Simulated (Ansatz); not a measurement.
LiCaAlZnSi

```
Li Al Si Ca Zn
1.0
     1.19400    4.48075    4.06215
    -4.92125    5.60557   -2.01568
    -5.63650   -2.63450    5.86858
Li Al Si Ca Zn
4 4 4 4 4
Cartesian
  -6.2456 2.0002 5.4917
  -2.0786 5.9407 1.4961
  -2.6218 4.7843 4.2989
  -4.2329 6.6614 3.6845
  -3.0998 3.6723 -1.0429
  -3.6838 2.2091 4.5011
  -6.9490 5.9739 3.5522
  -5.2462 4.4215 4.9272
  -5.0012 1.8199 2.3220
  -6.9529 3.1733 3.1881
  -1.0690 2.7523 4.7726
  -5.4773 4.7630 7.4831
  -5.1361 2.3345 9.2666
  -2.6992 3.5209 7.2829
  -2.0012 2.5365 1.8826
  -5.1730 4.7196 1.1930
  -8.7613 3.6642 4.9681
  -4.0547 7.6213 1.1975
  -4.5173 0.4932 6.5794
  -7.3752 5.9829 6.1696
```

Space group P1; a generated structure, not necessarily the stable one.

Theory: DFT PBE, scalar-relativistic, plane waves, PAW (Ansatz).

Q: Predict the valence pseudo-density and electron localisation function between the atoms.

A: Si–Si (2.52 Å): ρ is about 0.39 e/Å³ halfway; the ELF peaks at about 0.80 between the atoms.
Li–Zn (2.54 Å): ρ is about 0.18 e/Å³ halfway; the ELF is about 0.40 at the midpoint.
Zn–Zn (2.56 Å): ρ is about 0.27 e/Å³ halfway; the ELF is about 0.30 at the midpoint; no shared electron pair shows on this line.

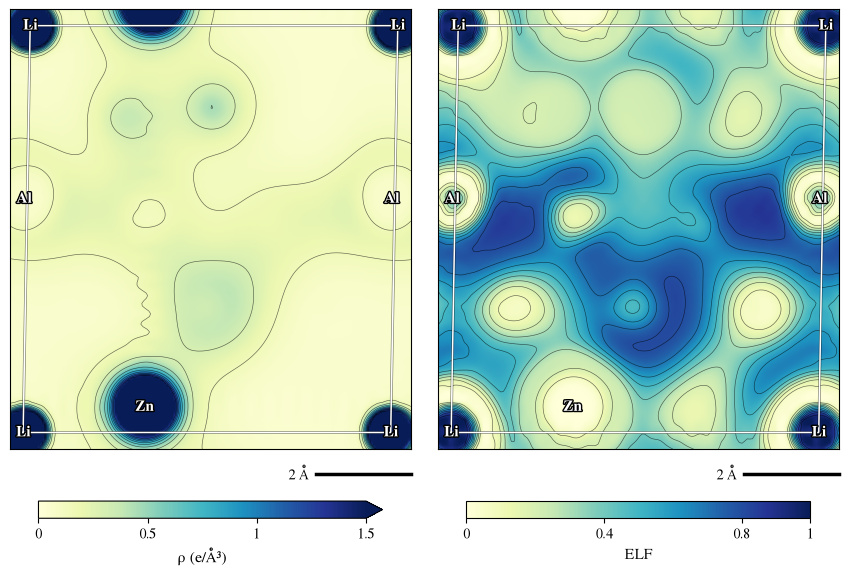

Computed valence pseudo-density and electron localisation function on the (100) plane of the conventional cell, in this order. Atoms just off the plane (Al, 0.6 Å away, Si, 0.7 Å away and Zn, 0.9 Å away) can leave unmarked features too.

The density is the valence pseudo-density of a PAW calculation; it isn't the true density close to the nuclei.
